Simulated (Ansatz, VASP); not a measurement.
# MgB: VASP beside Ansatz

One calculation is typed for both programs; each brings its own data sets. How far apart do they land? The cell is invented: As first built, before any earlier steps moved the atoms (in the runner's words): it takes the MgAl structure with some of its atoms replaced by other elements, volume scaled by an estimate. It may not be a known or stable phase. The cell is taken from a series of VASP runs on this material, whose earlier steps may have relaxed, scaled or displaced it; both programs get it as it stands. Valence electrons are named where the data sets of a main pair hold unlike numbers.

Main program and level: Ansatz 0.2.0; plane waves, with VASP 6.6.1 beside it; band structure at PBE, band structure at LDA and band structure at PBEsol.

## Step 1: Set-up

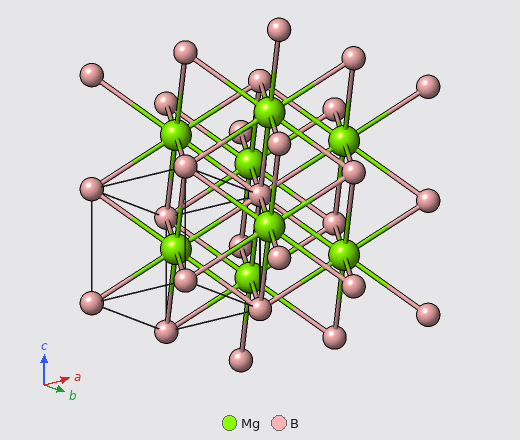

The cell as given, from a free direction (magnesium green, boron pink). 2×2×2 cells are drawn. Some periodic images of atoms are drawn too.

Coordinates:

```cif
data_structure
_symmetry_space_group_name_H-M 'Pm-3m'
_symmetry_Int_Tables_number 221
_cell_length_a 2.8942
_cell_length_b 2.8942
_cell_length_c 2.8942
_cell_angle_alpha 90.000
_cell_angle_beta 90.000
_cell_angle_gamma 90.000
_cell_volume 24.24
loop_
_atom_site_label
_atom_site_type_symbol
_atom_site_symmetry_multiplicity
_atom_site_Wyckoff_symbol
_atom_site_fract_x
_atom_site_fract_y
_atom_site_fract_z
_atom_site_occupancy
Mg1 Mg 1 b 0.50000 0.50000 0.50000 1
B1 B 1 a 0.00000 0.00000 0.00000 1
```

## Step 2: VASP: band structure, PBE

With cell and atoms fixed, the geometry can't cause a difference; cores, projectors, grids and the points listed under the comparison can.

Lines of VASP's logs that name or quote its potential files are left out, and so is its time.

File INCAR:

```
SYSTEM = MgB
PREC = Accurate
ENCUT = 420
EDIFF = 1E-06
NELM = 100
ISMEAR = 0
SIGMA = 0.02
LREAL = .FALSE.
ALGO = Normal
GGA = PE
LORBIT = 11
LWAVE = .FALSE.
LCHARG = .FALSE.
KPAR = 4
```

File POSCAR:

```
MgB
1.0
    2.8941936783      0.0000000000      0.0000000000
    0.0000000000      2.8941936783      0.0000000000
    0.0000000000      0.0000000000      2.8941936783
Mg B
1 1
Direct
    0.5000000000      0.5000000000      0.5000000000
    0.0000000000      0.0000000000      0.0000000000
```

File KPOINTS:

```
Automatic mesh
0
Gamma
5 5 5
0 0 0
```

File KPOINTS_OPT:

```
Line mode
16
Line-mode
Reciprocal
  0.00000000   0.00000000   0.00000000 GAMMA
  0.00000000   0.50000000   0.00000000 X

  0.00000000   0.50000000   0.00000000 X
  0.50000000   0.50000000   0.00000000 M

  0.50000000   0.50000000   0.00000000 M
  0.00000000   0.00000000   0.00000000 GAMMA

  0.00000000   0.00000000   0.00000000 GAMMA
  0.50000000   0.50000000   0.50000000 R

  0.50000000   0.50000000   0.50000000 R
  0.00000000   0.50000000   0.00000000 X

  0.50000000   0.50000000   0.00000000 M
  0.50000000   0.50000000   0.50000000 R
```

The projector-augmented-wave data sets are Mg and B (PBE family, release 64).

Run with:

```bash
> mpirun -np 4 vasp_std
```

Numbers of over 12 decimals in the logs are rounded to 6 here.

The log of the run:

```text
[banner, memory and clock lines left out]
running    4 mpi-ranks, on    1 nodes
 distrk:  each k-point on    1 cores,    4 groups
 distr:  one band on    1 cores,    1 groups

 POSCAR found type information on POSCAR MgB
 POSCAR found :  2 types and       2 ions
 LDA part: xc-table for (Slater+PW92), standard interpolation
 POSCAR, INCAR and KPOINTS ok, starting setup
 FFT: planning ... GRIDC
 FFT: planning ... GRID_SOFT
 FFT: planning ... GRID
 WAVECAR not read
 entering main loop
       N       E                     dE             d eps       ncg     rms          rms(c)
DAV:   1    -0.712636274990E+00   -0.71264E+00   -0.15361E+03   120   0.513E+02
DAV:   2    -0.664575296739E+01   -0.59331E+01   -0.55158E+01   162   0.519E+01
DAV:   3    -0.672916375014E+01   -0.83411E-01   -0.83411E-01   162   0.781E+00
DAV:   4    -0.672965245536E+01   -0.48871E-03   -0.48871E-03   174   0.494E-01
DAV:   5    -0.672965712788E+01   -0.46725E-05   -0.46722E-05   162   0.198E-02    0.182E+00
DAV:   6    -0.657435650385E+01    0.15530E+00   -0.23552E-01   126   0.272E+00    0.978E-01
DAV:   7    -0.653205879436E+01    0.42298E-01   -0.14258E-01   126   0.212E+00    0.323E-01
DAV:   8    -0.653007795419E+01    0.19808E-02   -0.23749E-03   132   0.592E-01    0.291E-02
DAV:   9    -0.653006975600E+01    0.81982E-05   -0.12191E-05   192   0.317E-02    0.185E-02
DAV:  10    -0.653007087382E+01   -0.11178E-05   -0.34463E-07   138   0.706E-03    0.690E-04
DAV:  11    -0.653007084473E+01    0.29094E-07   -0.25790E-08    90   0.127E-03
   1 F= -.65300708E+01 E0= -.65296049E+01  d E =-.931948E-03
 Start KPOINTS_OPT (optional k-point list driver)
k-point batch [1-10\96]
       N       E                     dE             ncg
DAV:   1     0.916805196548E+02   -0.20877E+03      120
DAV:   2     0.192084852419E+02   -0.72472E+02      174
DAV:   3     0.182343242066E+02   -0.97416E+00      150
DAV:   4     0.182324964369E+02   -0.18278E-02      186
DAV:   5     0.182324953900E+02   -0.10469E-05      132
DAV:   6     0.182324953840E+02   -0.60245E-08      162
[...]
k-point batch [91-96\96]
       N       E                     dE             ncg
DAV:   1     0.888535363010E+03   -0.12536E+04       72
DAV:   2     0.861503525249E+03   -0.27032E+02       84
DAV:   3     0.860761447453E+03   -0.74208E+00       84
DAV:   4     0.860759379889E+03   -0.20676E-02      102
DAV:   5     0.860759375300E+03   -0.45882E-05       78
DAV:   6     0.860759375294E+03   -0.61902E-08       78
```

OUTCAR, selected parts (step 2):

```text
ion  position               nearest neighbor table
   1  0.500  0.500  0.500-   2 2.51   2 2.51   2 2.51   2 2.51   2 2.51   2 2.51   2 2.51   2 2.51

  LATTYP: Found a simple cubic cell.
 ALAT       =     2.8941936783

 Subroutine GETGRP returns: Found 48 space group operations
 (whereof 48 operations were pure point group operations)

The static configuration has the point symmetry O_h .

 Found     10 irreducible k-points:

   k-points           NKPTS =     10   k-points in BZ     NKDIM =     10   number of bands    NBANDS=      6

   dimension x,y,z NGX =    20 NGY =   20 NGZ =   20
   dimension x,y,z NGXF=    40 NGYF=   40 NGZF=   40

   ENCUT  =  420.0 eV  30.87 Ry    5.56 a.u.   4.84  4.84  4.84*2*pi/ulx,y,z

   NELECT =       5.0000    total number of electrons

 k-points in reciprocal lattice and weights: Automatic mesh
   0.00000000  0.00000000  0.00000000       0.008
   0.20000000  0.00000000  0.00000000       0.048
   0.40000000  0.00000000  0.00000000       0.048
   0.20000000  0.20000000  0.00000000       0.096
   0.40000000  0.20000000  0.00000000       0.192
   0.40000000  0.40000000  0.00000000       0.096
   0.20000000  0.20000000  0.20000000       0.064
   0.40000000  0.20000000  0.20000000       0.192
   0.40000000  0.40000000  0.20000000       0.192
   0.40000000  0.40000000  0.40000000       0.064

 average (electrostatic) potential at core
       1 -36.4301       2 -28.5793

 E-fermi :   4.6269

 k-point     1 :       0.0000    0.0000    0.0000
  band No.  band energies     occupation
      1      -6.1525      2.00000
      2       7.1260      0.00000
      3       7.1260      0.00000
      4       7.1260      0.00000
      5      11.6402      0.00000
      6      11.6402      0.00000

 k-point     2 :       0.2000    0.0000    0.0000
  band No.  band energies     occupation
      1      -5.5251      2.00000
      2       3.7975      2.00000
      3       7.4680      0.00000
      4       7.4680      0.00000
      5      12.3469      0.00000
      6      13.4685      0.00000

 k-point     3 :       0.4000    0.0000    0.0000
  band No.  band energies     occupation
      1      -3.7702      2.00000
      2      -0.1163      2.00000
      3       8.1444      0.00000
      4       8.1444      0.00000
      5      14.4237      0.00000
      6      14.7792      0.00000

  Total        0.0624505      0.0624505      0.0624505     -0.0000000     -0.0000000     -0.0000000
  in kB        4.1272751      4.1272751      4.1272751     -0.0000000     -0.0000000     -0.0000000
  external PRESSURE =       4.1272751 kB  Pullay stress =       0.0000000 kB

  energy-cutoff  :      420.00
  volume of cell :       24.24
      direct lattice vectors                 reciprocal lattice vectors
     2.894193678  0.000000000  0.000000000     0.345519378  0.000000000  0.000000000
     0.000000000  2.894193678  0.000000000     0.000000000  0.345519378  0.000000000
     0.000000000  0.000000000  2.894193678     0.000000000  0.000000000  0.345519378

 POSITION                                       TOTAL-FORCE (eV/Angst)
 -----------------------------------------------------------------------------------
      1.44710      1.44710      1.44710         0.000000      0.000000      0.000000
      0.00000      0.00000      0.00000         0.000000      0.000000      0.000000
 -----------------------------------------------------------------------------------
    total drift:                               -0.000000      0.000000     -0.000000

  FREE ENERGIE OF THE ION-ELECTRON SYSTEM (eV)
  ---------------------------------------------------
  free  energy   TOTEN  =        -6.5300708447 eV

  energy  without entropy=       -6.5291388966  energy(sigma->0) =       -6.52960487

 total charge
# of ion       s       p       d       tot
------------------------------------------
    1        0.171   0.185   0.050   0.406
    2        0.753   0.843   0.000   1.596
--------------------------------------------------
tot          0.924   1.029   0.050   2.002

[... 3 further parts left out ...]
```

This run has no spin polarisation. Its electron count is odd, so without a moment it is a metal by construction. The k-mesh is coarse for a metal.

## Step 3: Ansatz: band structure, PBE

Ansatz runs on its default PAW (the set named soft_2) files.

The same cell, functional, mesh and smearing now go to Ansatz, which takes its cutoff from its data sets.

File input.yaml:

```yaml
crystal:
  lattice:
    - [2.8941936783, 0.0, 0.0]
    - [0.0, 2.8941936783, 0.0]
    - [0.0, 0.0, 2.8941936783]
  atoms:
    - { symbol: Mg, position: [0.5, 0.5, 0.5] }
    - { symbol: B, position: [0.0, 0.0, 0.0] }
hamiltonian:
  xc: pbe
  pseudopotentials: { kind: paw }
kpoints:
  mp_grid: { grid: [5, 5, 5] }
  band_path:
    path:
      - [0.0, 0.0, 0.0]
      - [0.0, 0.1, 0.0]
      - [0.0, 0.2, 0.0]
      - [0.0, 0.3, 0.0]
      - [0.0, 0.43333, 0.0]
      - [0.0, 0.5, 0.0]
      - [0.1, 0.5, 0.0]
      - [0.2, 0.5, 0.0]
      - [0.33333, 0.5, 0.0]
      - [0.43333, 0.5, 0.0]
      - [0.5, 0.5, 0.0]
      - [0.36667, 0.36667, 0.0]
      - [0.26667, 0.26667, 0.0]
      - [0.16667, 0.16667, 0.0]
      - [0.06667, 0.06667, 0.0]
      - [0.03333, 0.03333, 0.03333]
      - [0.13333, 0.13333, 0.13333]
      - [0.23333, 0.23333, 0.23333]
      - [0.33333, 0.33333, 0.33333]
      - [0.46667, 0.46667, 0.46667]
      - [0.46667, 0.5, 0.46667]
      - [0.36667, 0.5, 0.36667]
      - [0.23333, 0.5, 0.23333]
      - [0.13333, 0.5, 0.13333]
      - [0.03333, 0.5, 0.03333]
      - [0.5, 0.5, 0.03333]
      - [0.5, 0.5, 0.16667]
      - [0.5, 0.5, 0.26667]
      - [0.5, 0.5, 0.36667]
      - [0.5, 0.5, 0.5]
    npoints: 1
scf:
  occupations: { method: gaussian, width: 0.02 }
  n_extra_bands: 7
output:
  forces: true
  stress: true
  eigenvalues: true
```

Run with:

```bash
> ansatz run input.yaml --threads 2 --pin off --max-ram 4608MiB --backend cpu --events-out ev --progress --plain --runs-dir out
```

The log of the run:

```text
scf.n_extra_bands = 7 over 7 filled bands (N_el = 13.0): the run solves 14 bands
Engine: ansatz 0.2.0, aarch64-unknown-linux-gnu
Pseudopotentials: kind: paw
Pseudopotential: Mg, paw, valence charge 10, recommended cutoff 420 eV (normal), Mg.paw.azcp
Pseudopotential: B, paw, valence charge 3, recommended cutoff 420 eV (normal), B.paw.azcp
Functional definition: PBE
  parameter kappa = 0.804
  parameter beta = 0.066725
  exchange = pbe_x(kappa = kappa, mu = beta*pi^2/3)
  correlation = pbe_c(beta = beta)
Crystal: 2 atoms, lattice volume = 24.243 Å³
Basis set: ecut = 420 eV, 461 PW (Γ), exchange–correlation on 40×40×40 points (8 copies of the dense FFT grid, shifted against one another)
Bands: 14, of which v1, the nominal top of the filled ones, is band 7 counted from 1 (6 counted from 0)
Symmetry: 48 space group operations
Space group: Pm-3m (ITA 221), of the structure as read, at distance tolerance 2.9e-5 Å
k-points: 10 of 125
Non-local potential: Mg, projectors of the file, l = 0: 3, l = 1: 2, l = 2: 1
Non-local potential: B, projectors of the file, l = 0: 2, l = 1: 2, l = 2: 1
PAW form: soft (Blöchl's): semilocal exchange-correlation on the pseudo side does not see the compensation charge
PAW one-centre angular grid: Mg, 110 points (default); XC on 64 Gauss nodes
PAW one-centre angular grid: B, 110 points (default); XC on 64 Gauss nodes
Initial density: superposition of atomic densities (neutral atoms: chi_scale 0, normalization atom), corrected by the library's trained network
Initial wavefunctions: pseudopotential atomic-orbital guess
Functional: x = pbe(κ = 0.804, μ = 0.219515), c = pbe(β = 0.066725)
SCF iter   1: F=—  HF=-2078.023116 eV  |F-HF|=—  |Δ(HF+E_count)|=         —  Δρ=1.63e-3  dr2=9.46e-4  ethr=1.77e-3  ⟨swp⟩=6.0  Hψ=795  notcnv=0  defer=1
preconditioner: auto → none  [insulator: Δε(μ)=0.149 eV  Ē_g=14.545 eV  σ=0.020 eV  W_gap=0.71  n_scr=6 (ndim 8)  ℏωp=16.9 eV  f_vac=0.000  D(μ)=4.66/eV (n_scr^D=80)  ε∞_Penn≈2.3]
SCF iter   2: F=—  HF=-2078.022939 eV  |F-HF|=—  |Δ(HF+E_count)|=   1.77e-4  Δρ=3.68e-4  dr2=2.97e-5  ethr=7.28e-6  ⟨swp⟩=2.8  Hψ=307  notcnv=0  defer=27
SCF iter   3: F=—  HF=-2078.022996 eV  |F-HF|=—  |Δ(HF+E_count)|=   5.67e-5  Δρ=1.33e-4  dr2=1.47e-6  ethr=2.29e-7  ⟨swp⟩=1.9  Hψ=129  notcnv=0  defer=27
iter 4 did not close the SCF: its close was put off for the readings that it lacked (scf_convergence_deferred on its scf_iter line)
SCF iter   4: F=-2078.023001 eV  HF=-2078.023001 eV  |F-HF|=2.22e-8  |Δ(HF+E_count)|=   5.84e-6  Δρ=1.53e-5  dr2=2.01e-8  ethr=1.13e-8  ⟨swp⟩=2.0  Hψ=177  notcnv=0  defer=27
iter 5 did not close the SCF: its close was put off for the readings that it lacked (scf_convergence_deferred on its scf_iter line)
SCF iter   5: F=-2078.023002 eV  HF=-2078.023002 eV  |F-HF|=5.86e-10  |Δ(HF+E_count)|=   2.74e-8  Δρ=2.41e-6  dr2=7.19e-10  ethr=1.55e-10  ⟨swp⟩=2.0  Hψ=173  notcnv=0  defer=27
SCF iter   6: F=-2078.023002 eV  HF=-2078.023002 eV  |F-HF|=1.64e-11  |Δ(HF+E_count)|=  6.40e-10  Δρ=3.15e-7  dr2=1.07e-11  ethr=5.53e-12  ⟨swp⟩=4.0  Hψ=550  notcnv=0
SCF 1 converged in 6 iterations: F = -2078.023002 eV  dr2 = 1.07e-11
  greatest PAW one-centre occupation: 1.000 electrons in one spin orbital (limit 2), on the Mg atom at site 0 (counted from 0), in its partial waves of l = 0
NSCF: frozen V_eff on 30 k-points
SCF converged after 6 iterations
Free energy (F): -2078.023002 eV
Harris-Foulkes:  -2078.023002 eV  (|F-HF|=1.64e-11)
Internal energy: -2078.022070 eV  (E = F + TS)
E sigma→0 (E₀):  -2078.022536 eV
Entropy (-TS):   -0.000932 eV (-0.466 meV/atom)
Fermi energy:    8.425310 eV
--- Per-component energies (eV) ---
  E_band       = -313.881383
  E_kinetic    = 118.598707
  E_local      = -1534.024722  (includes V_loc(G=0)·N_el)
  E_nonlocal   = 108.371579
  E_hartree    = 548.112718
  E_xc         = -59.938375
  E_vxc        = -74.046844  (∫ρ·V_xc dr)
  E_paw        = -370.091572  (= ΣΔE_a)
  E_vpaw       = -29.005503  (= ΣTr[D̂ρ^β])
  E_aug_tail   = -0.000003  (compensation charges beyond the density's cutoff)
  E_ewald      = -889.050401
  E_smearing   = -0.000932  (= −TS)
  E_closure    = 0.000000  (closes the sum)
  Σ components = -2078.023002   (vs F -2078.023002, Δ=0.00e0)
--- Forces (eV/Å), atoms counted from 1 ---
  atom   1  Mg     0.00000000    -0.00000000    -0.00000000
  atom   2  B     -0.00000000     0.00000000     0.00000000
  max |Σ_I F_I| component: 1.84e-29 eV/Å
--- Stress (GPa, compression-positive) ---
        0.615970      -0.000000       0.000000
       -0.000000       0.615970       0.000000
        0.000000       0.000000       0.615970
  P = ⅓ Tr σ = 0.6160 GPa (6.160 kbar)
--- Band table (eV; the first three rows and the last of 10) ---
  k-point 0: bands = [... 3 lower, -33.4973, -2.3502, 10.9222, 10.9222, 10.9222, 15.4406, 15.4406, 17.3803, ... 3 higher]
  k-point 1: bands = [... 3 lower, -33.4957, -1.7190, 7.5989, 11.2642, 11.2642, 16.1457, 17.2614, 19.4038, ... 3 higher]
  k-point 2: bands = [... 3 lower, -33.4930, 0.0432, 3.6886, 11.9411, 11.9411, 18.2185, 18.5730, 20.4074, ... 3 higher]
  k-point 9: bands = [... 3 lower, -33.5338, 4.3333, 7.1136, 7.1136, 8.2485, 13.3302, 13.3302, 13.3711, ... 3 higher]
```

It took 0.62 s on 2 threads of Arm Neoverse V2, shared host; peak memory 0.23 GiB.

In the SCF lines HF is the Harris–Foulkes energy and dr2 the Hartree energy of the density residual, in eV; the loop may stop once dr2 is under the threshold and the program's other checks hold. Hψ counts applications of the Hamiltonian.

## Step 4: Side by side

Known differences besides the potentials themselves: the data sets hold 13 valence electrons in Ansatz (on its default PAW (the set named soft_2) files) and 5 in VASP; VASP leaves aspherical gradient terms in its spheres out (LASPH is not set), Ansatz keeps them. Total energies have different zeros and are not compared.

Compared:

```tsv
quantity	Ansatz	VASP	difference
pressure (GPa)	0.62	0.41	+0.20
pressure without Ansatz's Pulay correction (GPa)	0.53	0.41	+0.11
```

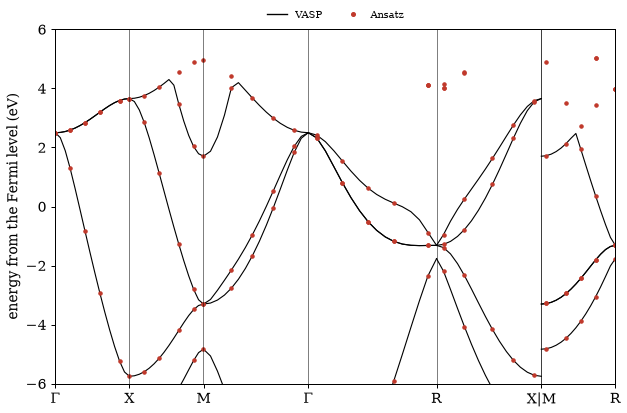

Bands from VASP (lines) and levels from Ansatz (dots). Dots without a line are higher empty bands that the VASP plot leaves out.

Levels from 3 eV below to 2 eV above the Fermi level differ by 4 meV r.m.s. and 10 meV at most; each VASP level is matched to the nearest of Ansatz, which flatters the figure a little. Ansatz's pressure holds a Pulay correction of 0.09 GPa; VASP's holds none.

## Step 5: VASP: band structure, LDA

A single point gives forces, pressure and levels at one fixed geometry, so differences don't come from the geometry; what else differs is listed under the comparison.

Edit INCAR of step 2 so:

```diff
@@ -9,3 +9,3 @@
 ALGO = Normal
-GGA = PE
+GGA = CA
 LORBIT = 11
```

POSCAR is that of step 2.

KPOINTS is that of step 2.

KPOINTS_OPT is that of step 2.

Run with:

```bash
> mpirun -np 4 vasp_std
```

The log of the run:

```text
[banner, memory and clock lines left out]
running    4 mpi-ranks, on    1 nodes
[...]
|                                                                             |
|               ----> ADVICE to this user running VASP <----                  |
|                                                                             |
|     You enforced a specific xc type in the INCAR file but a different       |
|     [... a line on the potential file left out ...]
|     I HOPE YOU KNOW WHAT YOU ARE DOING!                                     |
|                                                                             |

 LDA part: xc-table for (Slater(with rela. corr.)+CA(PZ))
 , standard interpolation
 POSCAR, INCAR and KPOINTS ok, starting setup
[...]
entering main loop
       N       E                     dE             d eps       ncg     rms          rms(c)
DAV:   1    -0.158657467004E+01   -0.15866E+01   -0.15332E+03   120   0.513E+02
DAV:   2    -0.752687308991E+01   -0.59403E+01   -0.55328E+01   162   0.519E+01
[...]
DAV:   4    -0.761237596159E+01   -0.51652E-03   -0.51652E-03   186   0.499E-01
[...]
DAV:   8    -0.742036316930E+01    0.25220E-02   -0.24578E-03   132   0.532E-01    0.237E-02
DAV:   9    -0.742035026582E+01    0.12903E-04   -0.27978E-05   168   0.356E-02    0.153E-02
DAV:  10    -0.742034932651E+01    0.93931E-06   -0.50761E-07   150   0.713E-03
   1 F= -.74203493E+01 E0= -.74198834E+01  d E =-.931948E-03
 Start KPOINTS_OPT (optional k-point list driver)
k-point batch [1-10\96]
       N       E                     dE             ncg
DAV:   1     0.839244546244E+02   -0.21653E+03      120
DAV:   2     0.113618380887E+02   -0.72563E+02      174
DAV:   3     0.103596946727E+02   -0.10021E+01      150
DAV:   4     0.103578076243E+02   -0.18870E-02      192
DAV:   5     0.103578065477E+02   -0.10766E-05      126
DAV:   6     0.103578065416E+02   -0.60877E-08      168
[...]
k-point batch [91-96\96]
       N       E                     dE             ncg
DAV:   1     0.885205529881E+03   -0.12569E+04       72
DAV:   2     0.857784895825E+03   -0.27421E+02       84
DAV:   3     0.856995439541E+03   -0.78946E+00       84
DAV:   4     0.856993226553E+03   -0.22130E-02      102
DAV:   5     0.856993221838E+03   -0.47156E-05       78
DAV:   6     0.856993221831E+03   -0.70913E-08       78
```

Parts of OUTCAR (step 5):

```text
  Total       -0.6330066     -0.6330066     -0.6330066     -0.0000000      0.0000000     -0.0000000
  in kB      -41.8346440    -41.8346440    -41.8346440     -0.0000000      0.0000000     -0.0000000
  external PRESSURE =     -41.8346440 kB  Pullay stress =       0.0000000 kB

  FREE ENERGIE OF THE ION-ELECTRON SYSTEM (eV)
  ---------------------------------------------------
  free  energy   TOTEN  =        -7.4203493265 eV

  energy  without entropy=       -7.4194173784  energy(sigma->0) =       -7.41988335

[... 3 parts as in an earlier step ...]

[... 1 further part left out ...]
[key lines of the parts left out:]
E-fermi :   4.4356
```

The PAW data sets were made with PBE, though LDA sets exist; pressures can shift by 1 GPa and more with it. At this level the cell is under a tension of 4.2 GPa, so at these settings it is away from equilibrium.

(Continued in part 2 of 2.)

[Lines on the potential files, build, host, timing and source positions are cut from VASP's logs without a mark.]

[Logs are printed without paths, hosts, clocks, repeated set-up lines and the standing remarks that a program may print on its own settings, such as how far it seeks lower states.]

[Hosts, paths, dates, database ids (printed as entryN), source tags and the programs' standing remarks are cut or masked in the printed files.]
